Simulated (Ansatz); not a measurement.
# Calculations on C2H7NO

## 1. Relaxation

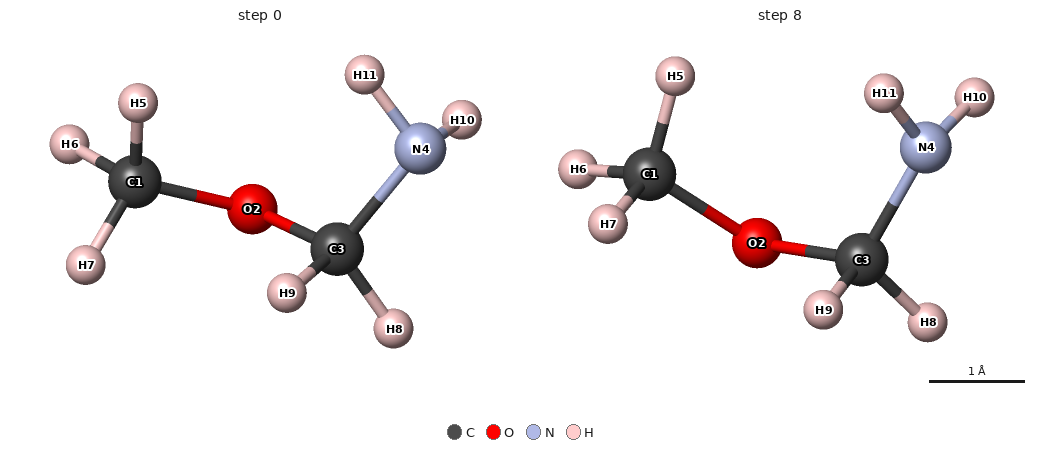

The structure of C2H7NO before (left) and after (right) a relaxation, at one scale.

A ball-and-stick model, seen at a tilt.

The run prepares an end point of a later path (torsion) calculation, from a guessed geometry.

All numbers below come from Ansatz 0.2.0, RKS PBE/6-31G. Set-up: no spin polarisation; force threshold 0.015 eV/Å; at most 40 steps.

> Describe what moved and what it gained.

H5 moves most after the best rigid fit: 0.60 Å. Largest moves by element: H 0.60 Å, O 0.40 Å, N 0.17 Å, C 0.13 Å. Some distances before and after: O2–C3 1.387 → 1.491 Å, C1–H6 1.167 → 1.099 Å, N4–H10 1.084 → 1.017 Å, C1–O2 1.389 → 1.454 Å. Bond angles that change, for instance: C3–N4–H10 100.1° → 117.1°, H10–N4–H11 101.0° → 114.5°, C3–N4–H11 106.2° → 118.4°. Groups turn about O2–C3 by about 35°. The energy falls by 0.760 eV in 8 geometry steps. The largest force component goes from 3.5 to 0.0094 eV/Å. The run took 22 s on 1 thread of Arm Neoverse V2, on a shared host, peak memory 0.13 GiB.

## 2. Relaxation

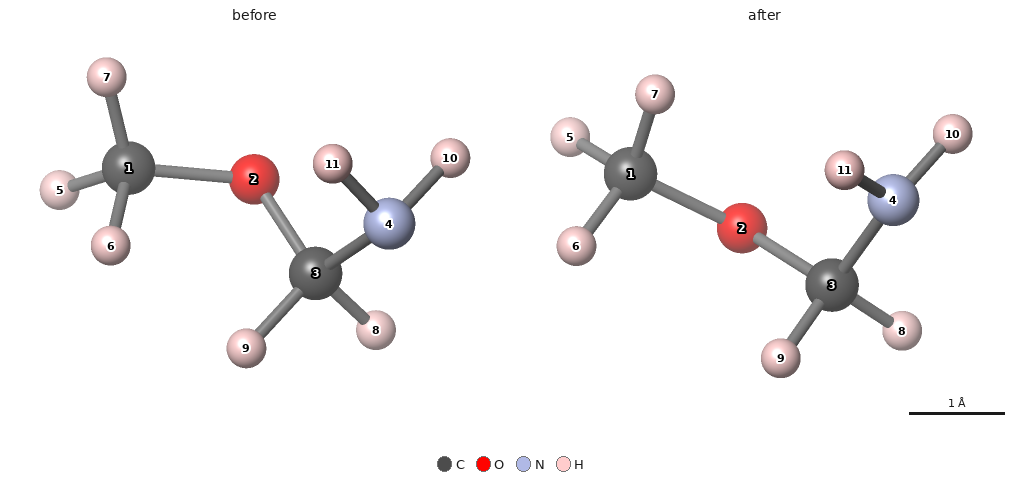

The structure of C$_{2}$H$_{7}$NO before (left) and after (right) a relaxation, at one scale.

Style: ball-and-stick. Shown at a tilt.

The run prepares an end point of a later path (torsion) calculation, from a guessed geometry.

All numbers below come from RKS PBE/6-31G (Ansatz 0.2.0). Settings: no spin polarisation; force threshold 0.015 eV/Å; at most 40 steps.

Q: What changed between the two?

A: After 9 accepted moves (11 points after the start) the energy has fallen by 21.2 kcal/mol. Largest force component: 3.5 eV/Å at the start, 0.0074 eV/Å at the end. The line search rejected the trial steps at points 6, 8 of the run. The largest move after the best rigid fit is that of O2, 0.61 Å. Largest moves by element: O 0.61 Å, H 0.56 Å, N 0.30 Å, C 0.14 Å. Some distances before and after: O2–C3 1.387 → 1.490 Å, N4–H10 1.084 → 1.017 Å, C1–O2 1.389 → 1.453 Å, C1–H6 1.167 → 1.111 Å. Bond angles that change, for instance: C3–N4–H10 100.1° → 117.1°, H10–N4–H11 101.0° → 114.5°, C3–N4–H11 106.2° → 118.4°. Groups turn about C1–O2 by about 55°, O2–C3 by about 35°. Cost: 27 s on 1 thread of Arm Neoverse V2, with other jobs on the host, peak memory 0.13 GiB.

## 3. Path

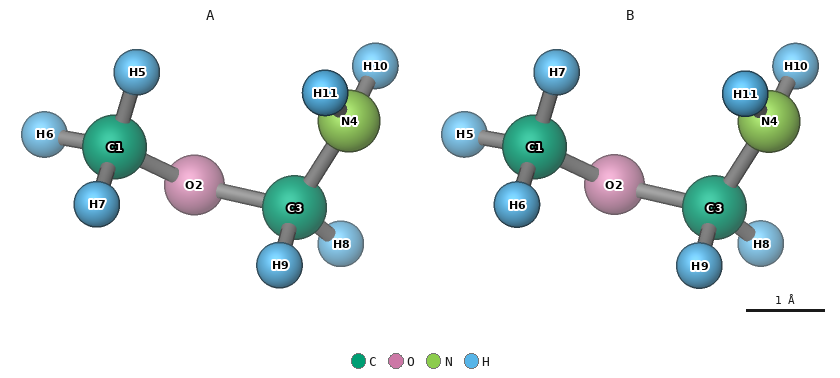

The two relaxed end points of a path for C2H7NO. A ball-and-stick model, seen at a tilt.

Level of theory: Ansatz, RKS PBE/6-31G.

Input file:
```yaml
crystal:
  periodic: [false, false, false]
  atoms:
    - { symbol: C, position_ang: [-0.560117, 1.400084, 0.000863] }
    - { symbol: O, position_ang: [-0.775861, 0.188955, 0.775016] }
    - { symbol: C, position_ang: [0.336772, -0.792172, 0.621031] }
    - { symbol: "N", position_ang: [0.514701, -1.374566, -0.669839] }
    - { symbol: H, position_ang: [-0.511225, 1.197394, -1.088458] }
    - { symbol: H, position_ang: [-1.421198, 2.0533, 0.202625] }
    - { symbol: H, position_ang: [0.372338, 1.92264, 0.304377] }
    - { symbol: H, position_ang: [0.065839, -1.563095, 1.356939] }
    - { symbol: H, position_ang: [1.282991, -0.30111, 0.923681] }
    - { symbol: H, position_ang: [-0.243282, -1.95194, -1.026214] }
    - { symbol: H, position_ang: [1.004441, -0.83629, -1.379621] }
basis:
  gaussian: { orbitals: "6-31G" }
hamiltonian:
  xc: pbe
neb:
  order_check: false
  images: 5
  f_tol: 0.03
  max_iterations: 60
  initial_path: idpp
  final_atoms:
    - { symbol: C, position_ang: [-0.62852887, 1.36734928, -0.09162456] }
    - { symbol: O, position_ang: [-0.94741975, 0.11295344, 0.56951023] }
    - { symbol: C, position_ang: [0.2272692, -0.8001624, 0.65746364] }
    - { symbol: "N", position_ang: [0.74169158, -1.31467875, -0.57016] }
    - { symbol: H, position_ang: [-1.55009294, 1.96676586, -0.07819873] }
    - { symbol: H, position_ang: [0.17380936, 1.92173295, 0.44128304] }
    - { symbol: H, position_ang: [-0.31297095, 1.21762362, -1.14423397] }
    - { symbol: H, position_ang: [-0.16260408, -1.61611511, 1.28311329] }
    - { symbol: H, position_ang: [1.04285878, -0.27466605, 1.19313335] }
    - { symbol: H, position_ang: [0.12785937, -1.91563517, -1.11493027] }
    - { symbol: H, position_ang: [1.3535273, -0.72196766, -1.12495602] }
```

Command:
```bash
ansatz run input.yaml --threads 1 --pin off --max-ram 2048MiB --backend cpu --events-out ev --progress --plain --runs-dir out
```

Predict the minimum-energy path and its barrier.

The two ends have the same energy, and the highest point, image 3, lies 9.1 kJ/mol above the start. The motion is a rotation about the C1–O2 bond by about 120°. No bond forms or breaks between the ends. Bond angles that change up to the highest image, for instance: O2–C1–H6 106.3° → 109.4°, O2–C1–H5 112.2° → 109.7°. The band is converged. At the top, the vibrational analysis gives one imaginary mode (203i cm⁻¹), as a transition state must have.

Energies of the converged images:

| image | path (Å) | E (kJ/mol) |
| --- | --- | --- |
| 0 | 0.00 | 0.0 |
| 1 | 0.55 | 1.9 |
| 2 | 1.11 | 6.4 |
| 3 | 1.66 | 9.1 |
| 4 | 2.25 | 6.3 |
| 5 | 2.83 | 1.8 |
| 6 | 3.42 | 0.0 |

The geometry at the top of the path:

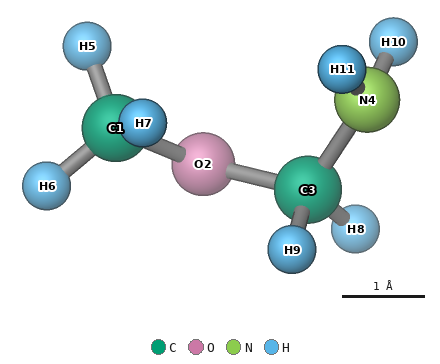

Cost: 56 s on 1 thread of Arm Neoverse V2, with other jobs on the host, peak memory 0.099 GiB.
